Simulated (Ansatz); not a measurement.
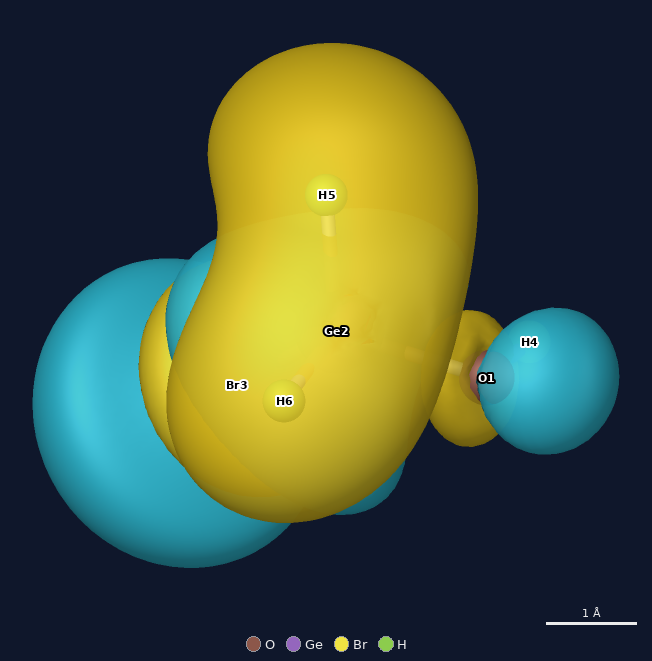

Figure. BrGeH3O. The LUMO at ±0.05 Å⁻³ᐟ² (yellow and cyan are the two phases), seen from one side.

Computed with RKS PBE0-D4/def2-mTZVP (Ansatz 0.2.0).

Input file:

```
crystal:
  periodic: [false, false, false]
  atoms:
    - { symbol: O, position_ang: [-0.5575, -1.3905, 0.1413] }
    - { symbol: Ge, position_ang: [0.3161, 0.1819, 0.1628] }
    - { symbol: Br, position_ang: [-1.176, 1.9843, -0.0648] }
    - { symbol: H, position_ang: [-0.959, -1.3468, -0.7674] }
    - { symbol: H, position_ang: [1.3368, 0.1943, -1.0256] }
    - { symbol: H, position_ang: [1.0817, 0.3128, 1.5074] }
basis:
  gaussian: { orbitals: def2-mTZVP }
hamiltonian:
  xc: pbe0
  dispersion: d4
relax:
  f_tol: 0.02
  max_steps: 50
output:
  orbitals: {}
```

Run with:

```sh
ansatz run input.yaml --threads 2 --pin off --max-ram 3072MiB --backend cpu --events-out ev --progress --plain --runs-dir out
```

The fields are those of the run's last geometry, not of the input's.

Describe this orbital and give its energy.

By Hirshfeld shares it lies mainly on Ge2 (about 40 %), Br3 (about 35 %), H5 (about 10 %), H6 (about 5 %) and O1 (about 5 %). Its energy is −0.44 eV.
